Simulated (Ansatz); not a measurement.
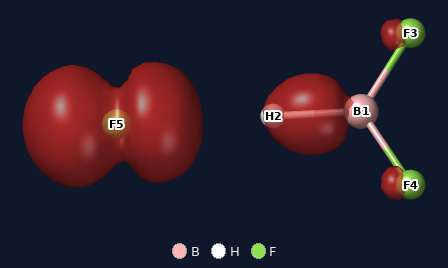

The picture shows: BF₂H···F (doublet). Isosurface of the spin density at +0.02 e/Å³ (red), seen at an oblique angle.

The calculation used Ansatz, UKS PBE0/def2-SVPD.

```json
{"atom": "B", "x (Å)": "0.0000", "y (Å)": "0.0000", "z (Å)": "-0.0765"}
{"atom": "H", "x (Å)": "0.0000", "y (Å)": "0.0000", "z (Å)": "1.1196"}
{"atom": "F", "x (Å)": "1.1292", "y (Å)": "0.0000", "z (Å)": "-0.7480"}
{"atom": "F", "x (Å)": "-1.1292", "y (Å)": "0.0000", "z (Å)": "-0.7480"}
{"atom": "F", "x (Å)": "0.0000", "y (Å)": "0.0000", "z (Å)": "3.2329"}
```

Describe the spin distribution.

Answer. The unpaired spin (1 electron) lies mostly on F5 (about 0.9), in electrons by Hirshfeld's partition.
